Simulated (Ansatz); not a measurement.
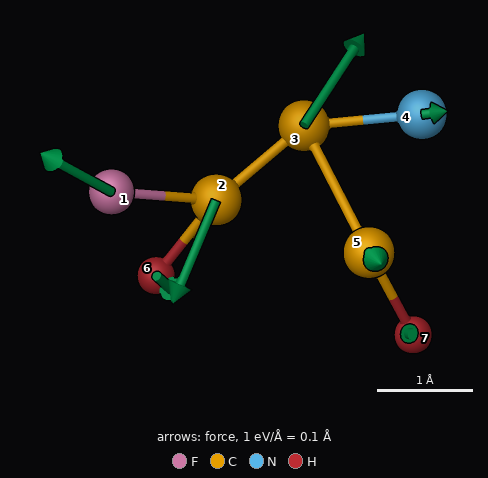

Starting geometry of C3H2FN with the computed forces as green arrows. Style: ball-and-stick. Shown face on.

The run prepares an end point of a later path (hydrogen shift) calculation, from a guessed geometry.

The calculation used UKS B3LYP/STO-3G in Ansatz 0.2.0.

The input:
```yaml
crystal:
  periodic: [false, false, false]
  atoms:
    - { symbol: F, position_ang: [-2.1936, 0.0766, 0.074] }
    - { symbol: C, position_ang: [-1.0159, -0.3965, 0.2509] }
    - { symbol: C, position_ang: [-0.1863, -0.9584, -0.4723] }
    - { symbol: "N", position_ang: [1.0079, -0.9034, -0.8363] }
    - { symbol: C, position_ang: [0.5739, 0.3952, 0.1842] }
    - { symbol: H, position_ang: [-1.47348, -0.37479, 1.23996] }
    - { symbol: H, position_ang: [1.2238, 0.3554, 1.1073] }
magnetization:
  spin_polarized: true
basis:
  gaussian: { orbitals: STO-3G }
hamiltonian:
  xc: b3lyp
relax:
  f_tol: 0.02
  max_steps: 50
```

Launched with:
```bash
ansatz run input.yaml --threads 1 --pin off --max-ram 2048MiB --backend cpu --events-out ev --progress --plain --runs-dir out
```

> Is this structure relaxed? If not, where do the atoms go?

It isn't relaxed: the largest force vector, on C3, is 13.63 eV/Å. The final displacements follow the starting forces only in part (cosine between the two patterns 0.45). After 12 geometry steps the energy has fallen by 6.421 eV. The largest force component goes from 11 to 0.018 eV/Å. F1 moves most after the best rigid fit: 0.50 Å. By element the largest moves are F 0.50 Å, C 0.48 Å, N 0.47 Å, H 0.31 Å. Near-neighbour distances that change, for instance: C2–C3 1.236 → 1.752 Å, C2–C5 1.777 → 1.476 Å, N4–C5 1.708 → 1.501 Å, C3–C5 1.686 → 1.845 Å. New bonds form: C2–C5 (1.78 → 1.48 Å). Bond angles that change, for instance: C2–C3–N4 142.4° → 94.9°, F1–C2–H6 74.5° → 112.2°, F1–C2–C3 134.8° → 106.0°. The run took about 29 core-seconds on a shared host.

Limits of the set-up: STO-3G is a minimal basis, so the numbers are rough.
